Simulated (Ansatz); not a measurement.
# Sr4Te4 (charge +1, doublet): what the fields show

The calculation's input:

```
crystal:
  periodic: [false, false, false]
  atoms:
    - {symbol: Sr, position_ang: [-0.153379, 1.203361, -2.149734]}
    - {symbol: Sr, position_ang: [2.370034, -0.255839, 0.635208]}
    - {symbol: Sr, position_ang: [-0.948771, -2.660508, -0.533660]}
    - {symbol: Sr, position_ang: [-1.138852, 1.768188, 1.959597]}
    - {symbol: Te, position_ang: [1.465963, -1.517108, -2.123912]}
    - {symbol: Te, position_ang: [-2.603892, 0.058194, -0.301952]}
    - {symbol: Te, position_ang: [1.284637, 2.692628, 0.245745]}
    - {symbol: Te, position_ang: [-0.275740, -1.288916, 2.268708]}
basis:
  gaussian: {orbitals: def2-TZVP, initial_orbitals: start.molden}
total_charge: 1
magnetization: {spin_polarized: true, initial_magnetization: 1}
hamiltonian: {xc: pbe0, dispersion: d4}
scf: {omitted_lower_state_checks: [starts]}
output: {orbitals: {seedname: orbitals}}
```

Launched as:

```sh
ansatz run in.yaml --threads 4 --pin off --events-out ev --progress --plain --max-ram 6963MiB
```

Geometry: PBE-D4/def2-SVP; core potentials replace the inner electrons of Sr and Te.

Computed with Ansatz, UKS PBE0-D4/def2-TZVP.

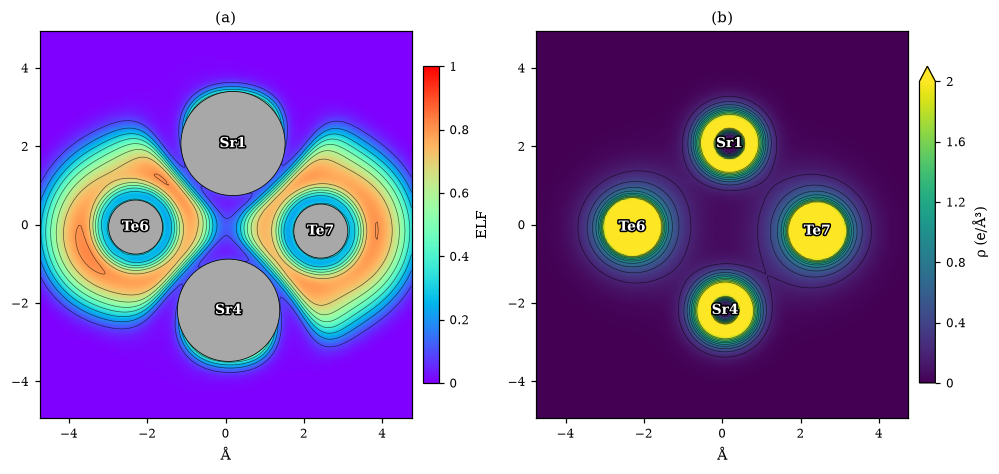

Figure 1. (a) electron localisation function; (b) electron density on the plane of atoms Te6, Sr1 and Te7. Grey discs cover the atomic cores in the ELF map.

**What does the map show?**

The plane passes through Sr and Te nuclei. Sr–Te (3.11 Å): ρ at the midpoint is about 0.22 e/Å³; the ELF peaks at about 0.75 in the valence shell of Te, 1.3 Å from its nucleus, and is about 0.45 at the midpoint. Sr–Te (3.17 Å): ρ is about 0.2 e/Å³ halfway; the ELF peaks at about 0.75 in the valence shell of Te, 1.3 Å from its nucleus, and is about 0.45 at the midpoint. Sr–Te (3.28 Å): the density is about 0.18 e/Å³ at the midpoint; the ELF peaks at about 0.80 in the valence shell of Te, 1.4 Å from its nucleus, and is about 0.45 at the midpoint.

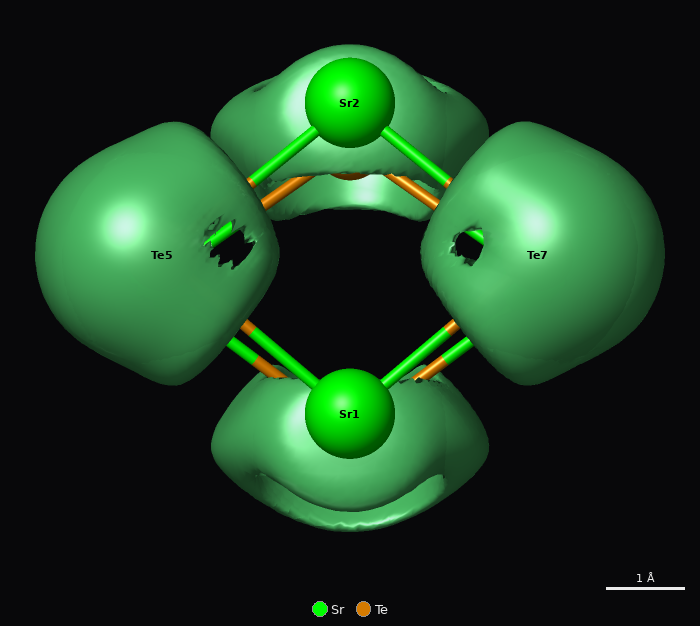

Figure 2. Isosurface of the electron localisation function at 0.75 (green), seen from one side. Only the valence region is drawn (cores and ρ < 0.01 e/Å³ removed).

**Describe the localisation domains.**

At this value the surface marks out four regions wrapped around Te (the valence shell of each).

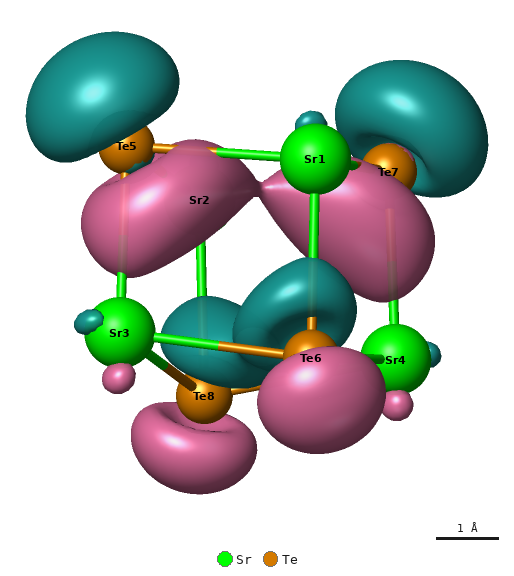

Figure 3. The HOMO−1 (β) at ±0.08 Å⁻³ᐟ² (teal and pink are the two phases), seen at a tilt.

**What is the character of this orbital?**

By Hirshfeld shares it lies mainly on Te5 (about 30 %), Te7 (about 30 %), Te6 (about 15 %) and Te8 (about 15 %). Its energy is −8.54 eV.
